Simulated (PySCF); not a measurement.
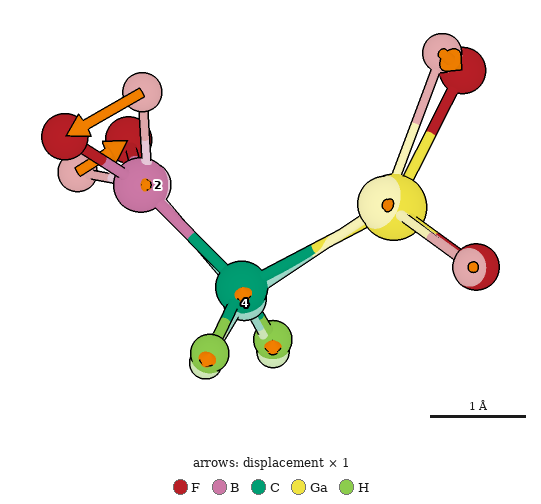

This is a relaxation of CH₂BF₄Ga. The starting structure is drawn faded, the final one solid; orange arrows show the displacements, at their true length. The two geometries are superimposed by the best rigid fit.

The picture is a ball-and-stick view, seen at a tilt.

The start comes from GFN2-xTB. Its atoms were then displaced at random by about 0.01 Å.

Method: PBE0-D3(BJ)/def2-SVP geometry optimisation, gas phase (PySCF 2.14.0, density-fitted response routines). 

Which element moves most?

Answer. Fluorine: up to 0.95 Å, against 0.18 Å for hydrogen.

What happened in the run?

Answer. Over 17 geometry steps the energy falls by 5.16 kcal/mol. The atom that moves furthest after the best rigid fit is an F atom (0.95 Å). By element the largest moves are F 0.95 Å, H 0.18 Å, C 0.18 Å, Ga 0.12 Å, B 0.10 Å. Among the contacts that change: C–Ga 2.016 → 1.943 Å, B–C 1.593 → 1.551 Å, B–F 1.279 → 1.318 Å, F–Ga 1.770 → 1.743 Å. Bond angles that change, for instance: B–C–Ga 100.5° → 110.2°, Ga–C–H 114.9° → 105.7°, F–B–C 126.3° → 121.7°. Groups turn about B–C by about 45°.
